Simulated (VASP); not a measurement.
# How thick must a slab of Pt(111) be?, part 7 of 7

Aim: follow surface energy, work function and relaxation of Pt(111) with the number of layers.

VASP 6.6.1; PBE; plane waves and PAW (Pt).

So far. Step 20 (Relaxing the slab, layers 12): The run ended after 7 ionic steps, 0.005 eV below its first step, once the forces on the free atoms met EDIFFG = -0.01. Step 21 (The vacuum level, layers 12): The vacuum level lies 5.69 eV above the Fermi level at the upper face; both faces agree, as the slab has next to no dipole.

### Step 22. Surface relaxation, layers 14

System of this step: Pt(111). The cell holds 14 atoms: 14 Pt. Cell: a = 2.805 Å, b = 2.805 Å, c = 44.778 Å, α = 90.0°, β = 90.0°, γ = 60.0°. It derives from Pt. 14 layers of fcc Pt, cut at this functional's lattice. Vacuum lies along c.

INCAR

```
SYSTEM = Pt
PREC = Normal
ENCUT = 320
EDIFF = 1E-06
NELM = 120
ISMEAR = 1
SIGMA = 0.15
LREAL = Auto
ALGO = Fast
GGA = PE
NBANDS = 86
LASPH = .TRUE.
LORBIT = 11
LWAVE = .FALSE.
LCHARG = .FALSE.
KPAR = 4
IBRION = 2
NSW = 50
ISIF = 2
EDIFFG = -0.01
POTIM = 0.4
MAXMIX = 40
```

POSCAR

```
Pt
1.0
    2.8054651031      0.0000000000      0.0000000000
    1.4027325516      2.4296040487      0.0000000000
    0.0000000000      0.0000000000     44.7784846399
Pt
14
Direct
    0.6666666700      0.6666666700      0.1674911500
    0.0000000000      0.0000000000      0.2186463600
    0.3333333300      0.3333333300      0.2698015700
    0.6666666700      0.6666666700      0.3209567700
    0.0000000000      0.0000000000      0.3721119800
    0.3333333300      0.3333333300      0.4232671900
    0.6666666700      0.6666666700      0.4744224000
    0.0000000000      0.0000000000      0.5255776000
    0.3333333300      0.3333333300      0.5767328100
    0.6666666700      0.6666666700      0.6278880200
    0.0000000000      0.0000000000      0.6790432300
    0.3333333300      0.3333333300      0.7301984300
    0.6666666700      0.6666666700      0.7813536400
    0.0000000000      0.0000000000      0.8325088500
```

KPOINTS

```
Automatic mesh
0
Gamma
15 15 1
0 0 0
```

Potentials, in the order of the species: Pt (PBE family, release 64).

On the command line:

```console
mpirun -np 4 vasp_std
```

Output:

```text
[banner, memory and clock lines left out]
running    4 mpi-ranks, on    1 nodes
[...]
LDA part: xc-table for (Slater+PW92), standard interpolation
 POSCAR, INCAR and KPOINTS ok, starting setup
[...]
entering main loop
       N       E                     dE             d eps       ncg     rms          rms(c)
DAV:   1     0.700666353928E+03    0.70067E+03   -0.52972E+04  4764   0.103E+03
DAV:   2    -0.553566517078E+02   -0.75602E+03   -0.70980E+03  5318   0.266E+02
DAV:   3    -0.883567510235E+02   -0.33000E+02   -0.30259E+02  5382   0.499E+01
DAV:   4    -0.894597613282E+02   -0.11030E+01   -0.10905E+01  5616   0.906E+00
[...]
RMM:  41    -0.841438760199E+02    0.16030E-04   -0.95756E-06  4544   0.840E-03    0.410E-02
RMM:  42    -0.841438735012E+02    0.25187E-05   -0.66897E-07  2629   0.239E-03    0.232E-02
RMM:  43    -0.841438726115E+02    0.88976E-06   -0.31353E-07  2608   0.172E-03
   1 F= -.84143873E+02 E0= -.84141534E+02  d E =-.841439E+02
[... from here on, the cycles between the ionic steps are left out ...]
   2 F= -.84147688E+02 E0= -.84145449E+02  d E =-.381542E-02
   3 F= -.84148323E+02 E0= -.84146123E+02  d E =-.444996E-02
   4 F= -.84148330E+02 E0= -.84146138E+02  d E =-.445707E-02
   5 F= -.84148329E+02 E0= -.84146135E+02  d E =-.445662E-02
   6 F= -.84148706E+02 E0= -.84146554E+02  d E =-.376997E-03
   7 F= -.84148868E+02 E0= -.84146764E+02  d E =-.538289E-03
   8 F= -.84149138E+02 E0= -.84147056E+02  d E =-.270533E-03
   9 F= -.84149141E+02 E0= -.84147061E+02  d E =-.273021E-03
  10 F= -.84149404E+02 E0= -.84147341E+02  d E =-.263648E-03
  11 F= -.84149408E+02 E0= -.84147346E+02  d E =-.267260E-03
  12 F= -.84149463E+02 E0= -.84147399E+02  d E =-.551331E-04
  13 F= -.84149474E+02 E0= -.84147410E+02  d E =-.660444E-04
  14 F= -.84149553E+02 E0= -.84147486E+02  d E =-.790539E-04
  15 F= -.84149551E+02 E0= -.84147484E+02  d E =-.768664E-04
  16 F= -.84149552E+02 E0= -.84147486E+02  d E =-.786039E-04
  17 F= -.84149571E+02 E0= -.84147511E+02  d E =-.186270E-04
  18 F= -.84149571E+02 E0= -.84147511E+02  d E =-.185541E-04
  19 F= -.84149575E+02 E0= -.84147509E+02  d E =-.361713E-05
  20 F= -.84149577E+02 E0= -.84147514E+02  d E =-.588507E-05
[...]
reached required accuracy - stopping structural energy minimisation
```

The job ended after 5.7 min (4 MPI ranks of AMD EPYC 9R45, shared host; peak memory 1.3 GiB).

OUTCAR, selected parts (step 22):

```text
  Total       -5.4835134     -5.4835134     -1.3762467     -0.0000000      0.0000000     -0.0000000
  in kB      -28.7845687    -28.7845687     -7.2243222     -0.0000000      0.0000000     -0.0000000
  external PRESSURE =     -21.5978199 kB  Pullay stress =       0.0000000 kB

 POSITION                                       TOTAL-FORCE (eV/Angst)
 -----------------------------------------------------------------------------------
      2.80547      1.61974      7.48204         0.000000     -0.000000     -0.005122
      0.00000      0.00000      9.79931        -0.000000     -0.000000     -0.008085
      1.40273      0.80987     12.08200        -0.000000     -0.000000      0.007018
      2.80547      1.61974     14.36492        -0.000000     -0.000000      0.002057
      0.00000      0.00000     16.65536        -0.000000     -0.000000      0.000660
      1.40273      0.80987     18.94668        -0.000000     -0.000000     -0.005781
      2.80547      1.61974     21.24079        -0.000000     -0.000000     -0.001485
      0.00000      0.00000     23.53769         0.000000      0.000000      0.001485
      1.40273      0.80987     25.83180         0.000000     -0.000000      0.005781
      2.80547      1.61974     28.12312         0.000000      0.000000     -0.000660
      0.00000      0.00000     30.41357         0.000000     -0.000000     -0.002057
      1.40273      0.80987     32.69649         0.000000      0.000000     -0.007018
      2.80547      1.61974     34.97917         0.000000      0.000000      0.008085
      0.00000      0.00000     37.29645        -0.000000     -0.000000      0.005122
 -----------------------------------------------------------------------------------
    total drift:                               -0.000003     -0.000002     -0.000002

  FREE ENERGIE OF THE ION-ELECTRON SYSTEM (eV)
  ---------------------------------------------------
  free  energy   TOTEN  =       -84.1495768928 eV

  energy  without entropy=      -84.1433873761  energy(sigma->0) =      -84.14751372

[... 1 part as in an earlier step ...]

[... 3 further parts left out ...]
[key lines of the parts left out:]
E-fermi :   5.9647
```

The run ended after 20 ionic steps, 0.006 eV below its first step, once the forces on the free atoms met EDIFFG = -0.01.

### Step 23. The vacuum level, layers 14

INCAR: that of step 22 with these lines changed.

```diff
@@ -16,7 +16,6 @@
 KPAR = 4
-IBRION = 2
-NSW = 50
-ISIF = 2
-EDIFFG = -0.01
-POTIM = 0.4
-MAXMIX = 40
+IDIPOL = 3
+LDIPOL = .TRUE.
+DIPOL = 0.5 0.5 0.5
+LVHAR = .TRUE.
+LVACPOTAV = .TRUE.
```

POSCAR

```
Pt
1.0
    2.8054651031      0.0000000000      0.0000000000
    1.4027325516      2.4296040487      0.0000000000
    0.0000000000      0.0000000000     44.7784846399
Pt
14
Direct
    0.6666666700      0.6666666700      0.1670899932
    0.0000000000      0.0000000000      0.2188397348
    0.3333333300      0.3333333300      0.2698169771
    0.6666666700      0.6666666700      0.3207995807
    0.0000000000      0.0000000000      0.3719501167
    0.3333333300      0.3333333300      0.4231202676
    0.6666666700      0.6666666700      0.4743526872
    0.0000000000      0.0000000000      0.5256473128
    0.3333333300      0.3333333300      0.5768797324
    0.6666666700      0.6666666700      0.6280498833
    0.0000000000      0.0000000000      0.6792004193
    0.3333333300      0.3333333300      0.7301830229
    0.6666666700      0.6666666700      0.7811602652
    0.0000000000      0.0000000000      0.8329100068
```

KPOINTS is that of step 22.

On the command line:

```console
mpirun -np 4 vasp_std
```

Output:

```text
[... set-up lines as in an earlier step ...]
 entering main loop
       N       E                     dE             d eps       ncg     rms          rms(c)
DAV:   1     0.700137490437E+03    0.70014E+03   -0.52964E+04  4764   0.103E+03
DAV:   2    -0.553952472370E+02   -0.75553E+03   -0.70933E+03  5324   0.266E+02
DAV:   3    -0.883903493945E+02   -0.32995E+02   -0.30255E+02  5398   0.499E+01
DAV:   4    -0.894787954984E+02   -0.10884E+01   -0.10792E+01  5616   0.898E+00
[...]
RMM:  42    -0.841495817269E+02    0.47345E-05   -0.13133E-06  2916   0.313E-03    0.301E-02
RMM:  43    -0.841495778525E+02    0.38743E-05   -0.11271E-06  2756   0.322E-03    0.182E-02
RMM:  44    -0.841495769564E+02    0.89617E-06   -0.59770E-07  2665   0.199E-03
 [... a notice as in an earlier step ...]

   1 F= -.84149577E+02 E0= -.84147515E+02  d E =-.618625E-02
```

It took 1.9 min on 4 MPI ranks; peak memory 1.2 GiB; 7.3 min of CPU time.

Parts of OUTCAR (step 23):

```text
  Total       -5.4839792     -5.4839792     -1.3707456     -0.0000000      0.0000000     -0.0000000
  in kB      -28.7870136    -28.7870136     -7.1954451     -0.0000000      0.0000000     -0.0000000
  external PRESSURE =     -21.5898241 kB  Pullay stress =       0.0000000 kB

 POSITION                                       TOTAL-FORCE (eV/Angst)
 -----------------------------------------------------------------------------------
      2.80547      1.61974      7.48204         0.000000      0.000000     -0.004468
      0.00000      0.00000      9.79931        -0.000000     -0.000000     -0.007169
      1.40273      0.80987     12.08200        -0.000000      0.000000      0.009530
      2.80547      1.61974     14.36492         0.000000     -0.000000      0.001526
      0.00000      0.00000     16.65536        -0.000000     -0.000000      0.000392
      1.40273      0.80987     18.94668        -0.000000      0.000000     -0.004734
      2.80547      1.61974     21.24079         0.000000      0.000000     -0.001301
      0.00000      0.00000     23.53769        -0.000000     -0.000000      0.001301
      1.40273      0.80987     25.83180         0.000000      0.000000      0.004734
      2.80547      1.61974     28.12312         0.000000      0.000000     -0.000392
      0.00000      0.00000     30.41357        -0.000000      0.000000     -0.001526
      1.40273      0.80987     32.69649        -0.000000      0.000000     -0.009530
      2.80547      1.61974     34.97917         0.000000     -0.000000      0.007169
      0.00000      0.00000     37.29645        -0.000000     -0.000000      0.004468
 -----------------------------------------------------------------------------------
    total drift:                               -0.000003     -0.000002     -0.000002

  FREE ENERGIE OF THE ION-ELECTRON SYSTEM (eV)
  ---------------------------------------------------
  free  energy   TOTEN  =       -84.1495769564 eV

  energy  without entropy=      -84.1433907027  energy(sigma->0) =      -84.14751487

[... 2 parts as in an earlier step ...]

[... 1 further part left out ...]
[key lines of the parts left out:]
E-fermi :   5.9644
```

The planar average of the electrostatic potential oscillates, so the rows of the table below give means over windows of 2.29 Å about each position, cut where the curve ends. Its maxima inside the range that stand out by 2 % of the span (Å: eV): 8.7: 0.735, 11.0: 0.283, 13.3: 0.267, 15.5: 0.331, 17.8: 0.36, 20.1: 0.403, 22.4: 0.431, 24.7: 0.403, 27.0: 0.36, 29.2: 0.331, 31.5: 0.267, 33.8: 0.283, 36.1: 0.735. Its minima: 7.5: -20.7, 9.8: -21.1, 12.1: -21.1, 14.4: -21.1, 16.7: -21.1, 19.0: -21.1, 21.2: -21.1, 23.5: -21.1, 25.8: -21.1, 28.1: -21.1, 30.4: -21.1, 32.7: -21.1, 35.0: -21.1, 37.2: -20.7.

Zero at the Fermi level. Planar average of the electrostatic potential against height; means over each step:

```tsv
height (Å)	planar average of the electrostatic potential (eV)
1.15	5.69
3.44	5.69
5.72	3.48
8.02	-10.1
10.30	-10.6
12.59	-10.7
14.88	-10.6
17.18	-10.6
19.46	-10.6
21.75	-10.6
24.04	-10.6
26.34	-10.6
28.62	-10.6
30.91	-10.7
33.21	-10.7
35.50	-10.3
37.79	-8.54
40.08	5.58
42.37	5.69
44.66	5.69
```

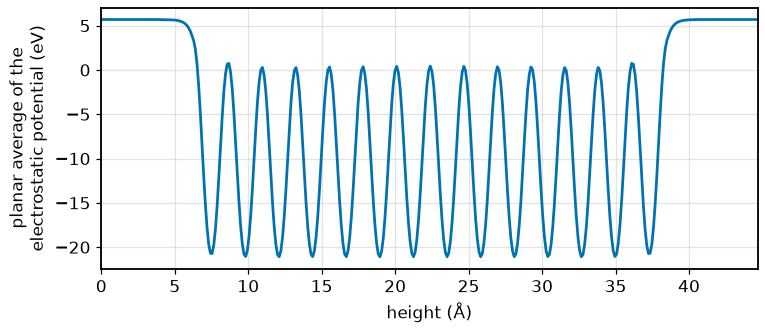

Planar average of the electrostatic potential against height.

The vacuum level lies 5.69 eV above the Fermi level at the upper face; both faces agree, as the slab has next to no dipole.

The program found no field-free point at its default tolerance, and its printed vacuum level lies off the flat part of the planar average, by -0.01 eV at the upper face; the levels here are read from the flat part.

### Step 24. All thicknesses together

This step: a metal face over its thickness, PBE; plane waves and PAW (VASP 6.6.1).

No new run; the numbers come from the runs before.

This step gave:

| Item | Value |
| --- | --- |
| slope energy per layer | -6.099 eV |
| surface energy from the fit | 1.479 J/m² |

Symmetric slabs, all atoms free; energies from the ends of the relaxations. Thickness series, by row:

```tsv
layers	slab energy plus 5.6 eV a layer (eV)	surface energy from the bulk run (J/m²)	work function (eV)	change of the top spacing (%)
4	-0.7605	1.459	5.697	0.6433
5	-1.217	1.51	5.685	1.074
6	-1.748	1.474	5.739	1.214
7	-2.239	1.485	5.673	1.107
8	-2.731	1.496	5.689	1.14
9	-3.244	1.481	5.677	1.079
10	-3.732	1.495	5.718	1.021
11	-4.231	1.498	5.694	1.102
12	-4.737	1.49	5.688	1.071
14	-5.747	1.479	5.688	1.162
```

The third column takes -6.1004 eV an atom from the bulk run, over twice the area of 6.816 Å². The fit needs no bulk run: the intercept of energy against layers is twice the area times the surface energy.

### Step 25. Summary of results

```json
{
 "surface energy from the fit": "1.48 J/m²",
 "slope energy per layer": "-6.10 eV"
}
```

What this shows: A straight line through the slab energies from 7 to 12 layers gives a surface energy of 1.48 J/m² for Pt(111); with one or two rows fewer at either end it runs from 1.46 to 1.49. Its slope differs from the bulk run's energy by 1.1 meV a layer, and the value counted from the bulk run goes from 1.46 J/m² at 4 layers to 1.49 at 12. Over the series the work function lies between 5.67 and 5.74 eV, and the top spacing changes by +0.6 to +1.2 %. Slabs of more than 12 layers ran with LREAL = Auto and the others without, so they are kept out of the line. The top spacing is counted from the bulk run's spacing, and the inner spacings of a slab can differ from that too. Swings with thickness mix quantum size effects with the sampling of the mesh and the force threshold.

[Lines on the potential files, build, host, timing and source positions are cut from VASP's logs without a mark.]

[Logs are printed without paths, hosts, clocks, repeated set-up lines and the standing remarks that a program may print on its own settings, such as how far it seeks lower states.]

[Hosts, paths, dates, database ids (printed as entryN), source tags and the programs' standing remarks are cut or masked in the printed files.]

[Runs that stopped without an error message from VASP are left out.]
